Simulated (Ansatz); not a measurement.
**H8N2OSi2 (SMILES N[SiH2]O[SiH2]N): density, localisation and related maps**

Input file:

```
crystal:
  periodic: [false, false, false]
  atoms:
    - {symbol: N, position_ang: [0.857079, 2.035970, -1.641435]}
    - {symbol: Si, position_ang: [-0.262627, 0.761396, -1.479156]}
    - {symbol: O, position_ang: [-0.155532, -0.061759, -0.071002]}
    - {symbol: Si, position_ang: [-0.608609, -1.269442, 0.933075]}
    - {symbol: N, position_ang: [0.301422, -1.374817, 2.370211]}
    - {symbol: H, position_ang: [0.737557, 2.899659, -1.138392]}
    - {symbol: H, position_ang: [1.828533, 1.853676, -1.832043]}
    - {symbol: H, position_ang: [-0.006727, -0.191256, -2.588195]}
    - {symbol: H, position_ang: [-1.619125, 1.357891, -1.559724]}
    - {symbol: H, position_ang: [-0.438608, -2.555161, 0.211239]}
    - {symbol: H, position_ang: [-2.020414, -1.033901, 1.325109]}
    - {symbol: H, position_ang: [0.168734, -0.715123, 3.118855]}
    - {symbol: H, position_ang: [1.238717, -1.741933, 2.366358]}
basis:
  gaussian: {orbitals: def2-TZVPP}
hamiltonian: {xc: pbe0, dispersion: d4}
output: {orbitals: {seedname: orbitals}}
```

Run with:

```sh
ansatz run in.yaml --threads 2 --pin off --events-out ev --progress --plain --max-ram 32768MiB --backend cpu
```

Geometry: PBE0-D4/def2-TZVP.

Computed with RKS PBE0-D4/def2-TZVPP (Ansatz 0.2.0).

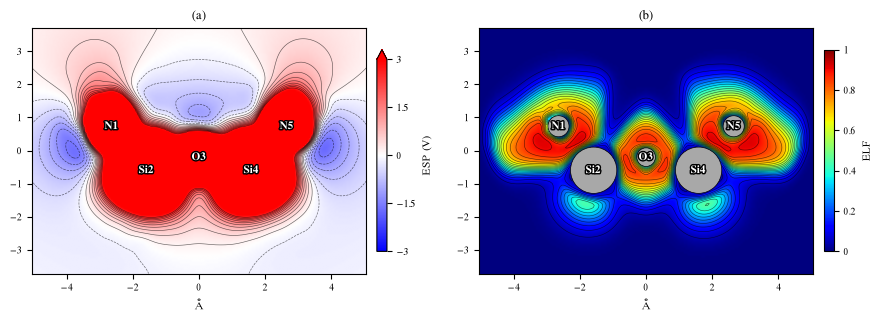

Figure 1. (a) molecular electrostatic potential; (b) ELF on the plane of atoms Si2, O3 and Si4. Grey discs cover the atomic cores in the ELF map.

Interpret the plot.

Answer.
- Atoms in the plane: N, Si and O.
- Si–O (1.63 Å): the ELF peaks at about 0.85 between the atoms: a shared but strongly polarised pair.
- Si–N (1.70 Å): the ELF peaks at about 0.90 between the atoms, as expected for a polar covalent bond.
- The ELF also peaks beside N5, N1 and O3, away from the bonds: lone-pair regions.
- Outside the dense part of the molecule the potential is most negative (−1.7 V) near N1 and N5.

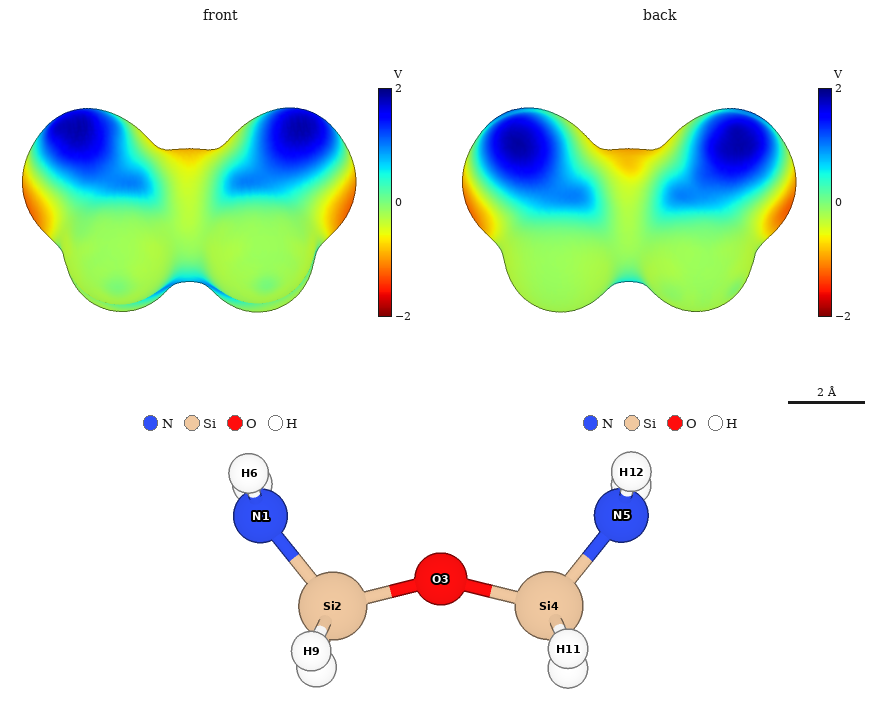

Figure 2. The electrostatic potential painted on the density surface at 0.002 e/bohr³, seen from the front and from behind; red is negative and blue positive. The bare structure is drawn below in the same view.

Which sites attract a positive test charge, and which a negative one?

Answer. A positive charge is drawn to the negative regions and a negative charge to the positive ones. The most negative region (about −1.2 V, or −28 kcal/mol for a unit charge) lies over N1 and N5, the most positive (about +1.8 V, or +42 kcal/mol for a unit charge) over H6, H7, H12 and H13.

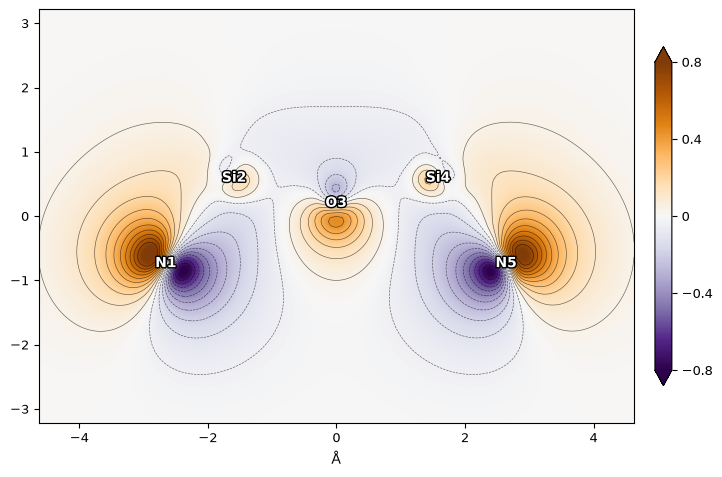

Figure 3. The HOMO−1 on the plane of atoms N1, Si2 and O3 (values in Å⁻³ᐟ²; the overall sign is arbitrary).

Where does this orbital lie, and at what energy?

Answer. It lies mainly on N1 (about 35 %) and N5 (about 35 %). Its energy is −7.83 eV.
